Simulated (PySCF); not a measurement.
# SiHF3 (SMILES F[SiH](F)F) at 6 levels

Wanted: a comparison of 6 runs (BLYP/def2-SVPD, M06-2X/def2-SVPD, M06-L/def2-SVPD, SVWN5/def2-SVPD, TPSS/def2-SVPD, revPBE/def2-SVPD) of SiHF3. 

The results are computed with PySCF 2.14.0.

2 further runs of the same task are left out: 2 set aside as unsound or not needed.

## Step 1: The structure to begin with

SiHF3 has 5 atoms, charge 0, and is taken as a singlet. As SMILES, `F[SiH](F)F`. The shape is that of a PBE0-D4/def2-TZVP optimisation.

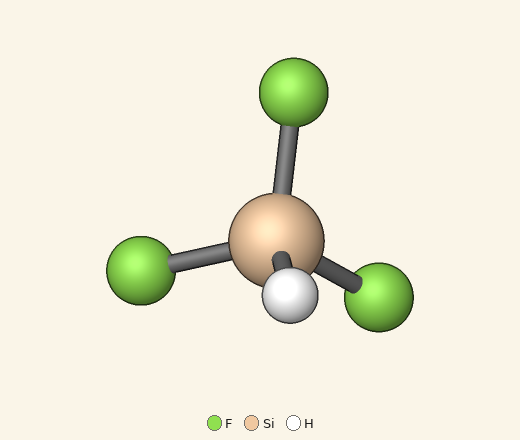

Viewed from a chosen angle; fluorine green, silicon light orange, hydrogen white.

## Step 2: A single-point energy at BLYP/def2-SVPD (run 1)

File job.py:

```python
# F[SiH](F)F
from pyscf import gto, dft

mol = gto.M(
    atom=[
    ('F', (-0.447100, -0.082200, 1.491300)),
    ('Si', (0.040700, 0.001700, -0.001800)),
    ('F', (-0.597100, 1.281400, -0.657200)),
    ('F', (-0.495900, -1.263300, -0.767200)),
    ('H', (1.499400, 0.062400, -0.065100)),
],
    max_memory=1860,
    verbose=4,
    basis='def2-svpd',
)

ks = dft.RKS(mol)
ks.xc = 'blyp'
ks.conv_tol = 1e-10
ks.grids.level = 5
ks.kernel()
if not ks.converged:
    ks = ks.newton().run(ks.mo_coeff, ks.mo_occ)

e_final = ks.e_tot
print('E = %.10f Eh' % e_final)
```

On the command line:

```bash
$ OMP_NUM_THREADS=1 python job.py
```

Output:

```text
PySCF version 2.14.0

[... 75 lines left out ...]
converged SCF energy = -589.475861818151
E = -589.4758618182 Eh
```

Run time: 30 s. Hardware: 1 thread of Arm Neoverse V1, shared host; peak memory 0.51 GiB.

## Step 3: A single-point energy at M06-2X/def2-SVPD (run 2)

File input.py:

```python
from pyscf import gto, dft

system = gto.M(
    atom='''
F     -0.447100    -0.082200     1.491300
Si     0.040700     0.001700    -0.001800
F     -0.597100     1.281400    -0.657200
F     -0.495900    -1.263300    -0.767200
H      1.499400     0.062400    -0.065100
''',
    verbose=3,
    max_memory=1860,
    basis='def2-svpd',
)

ks = dft.RKS(system, xc='m06-2x')
ks.grids.level = 5
ks.conv_tol = 1e-10
ks.kernel()
if not ks.converged:
    ks = ks.newton().run(ks.mo_coeff, ks.mo_occ)

e_final = ks.e_tot
print(f'total energy: {e_final:.8f} hartree')
```

On the command line:

```bash
$ OMP_NUM_THREADS=1 python input.py
```

Output:

```text
converged SCF energy = -589.388878421194
total energy: -589.38887842 hartree
```

Wall time 55 s (1 thread of Arm Neoverse V1, shared host); peak memory 0.53 GiB.

Runs 3 to 5 aren't shown in full; the table further down has their settings and results.

## Step 4: A single-point energy at revPBE/def2-SVPD (run 6)

File mol.xyz:

```xyz
5
F3HSi
F     -0.447100    -0.082200     1.491300
Si     0.040700     0.001700    -0.001800
F     -0.597100     1.281400    -0.657200
F     -0.495900    -1.263300    -0.767200
H      1.499400     0.062400    -0.065100
```

File run.py:

```python
from pyscf import gto, dft

mol = gto.M(
    atom='mol.xyz',
    basis='def2-svpd',
    verbose=3,
    max_memory=1860,
)

calc0 = dft.RKS(mol, xc='revpbe')
calc0.conv_tol = 1e-10
calc0.grids.level = 5
calc0.kernel()
if not calc0.converged:
    calc0 = calc0.newton().run(calc0.mo_coeff, calc0.mo_occ)

etot = calc0.e_tot
print('E = %.10f Eh' % etot)
```

On the command line:

```bash
$ OMP_NUM_THREADS=1 python run.py
```

Output:

```text
converged SCF energy = -589.329071586908
E = -589.3290715869 Eh
```

It took 38 s on 1 thread of Arm Neoverse V1, shared host; peak memory 0.51 GiB.

## Step 5: The series

```tsv
run	level	energy (Eh)	dipole moment (D)	HOMO energy (eV)	LUMO energy (eV)	wall time
1	BLYP/def2-SVPD	-589.475862	1.35	-9.62	-0.24	30 s
2	M06-2X/def2-SVPD	-589.388878	1.46	-12.80	0.76	55 s
3	M06-L/def2-SVPD	-589.455645	1.37	-10.00	0.36	64 s
4	SVWN5/def2-SVPD	-586.452149	1.40	-9.77	-0.29	11 s
5	TPSS/def2-SVPD	-589.536923	1.31	-9.89	-0.02	57 s
6	revPBE/def2-SVPD	-589.329072	1.31	-9.63	-0.20	38 s
```

## Step 6: Results

| quantity | value |
| --- | --- |
| run 6: total energy | -589.32907 Eh |
| run 6: dipole moment | 1.31 D |
| run 6: HOMO energy | -9.63 eV |
| run 6: LUMO energy | -0.20 eV |
| run 6: HOMO–LUMO gap | 9.43 eV |

The dipole moment (its size) runs from 1.31 D (revPBE/def2-SVPD) to 1.46 D (M06-2X/def2-SVPD). The HOMO–LUMO gap runs from 9.38 eV (BLYP/def2-SVPD) to 13.57 eV (M06-2X/def2-SVPD). Totals of different functionals can't be ranked against each other. All runs together took 4.2 min, the longest 64 s.
